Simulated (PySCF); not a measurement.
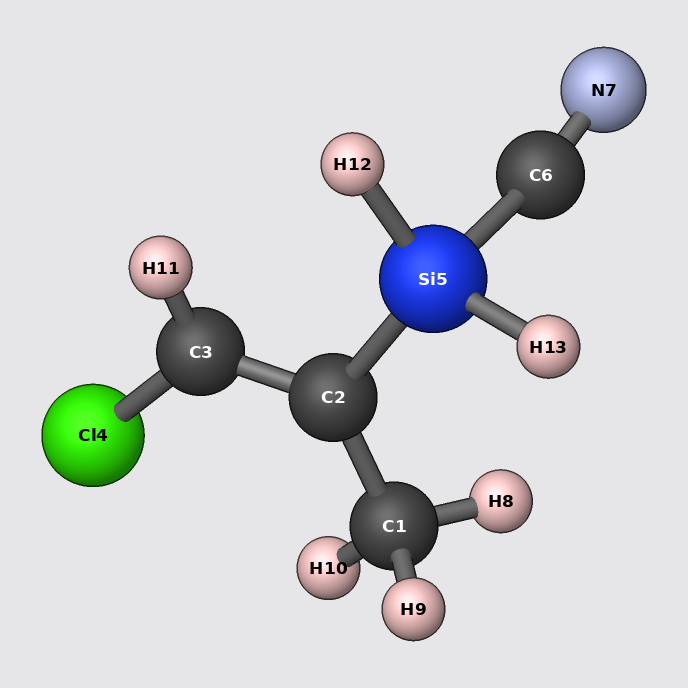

Geometry: a frame of a GFN2-xTB molecular-dynamics simulation, not a minimum. Method: GIAO PBE0/pcSseg-1 NMR shielding, non-relativistic, gas phase (PySCF 2.14.0). Principal shieldings σ11 ≤ σ22 ≤ σ33, span Ω = σ33 − σ11, skew κ = 3(σiso − σ22)/Ω.

Give the shielding tensors of the N atoms.

```tsv
atom	σ11	σ22	σ33	σiso	Ω	κ
N7	−314.3	−283.9	284.1	−104.7	598.4	0.90
```

Shieldings and span in ppm.
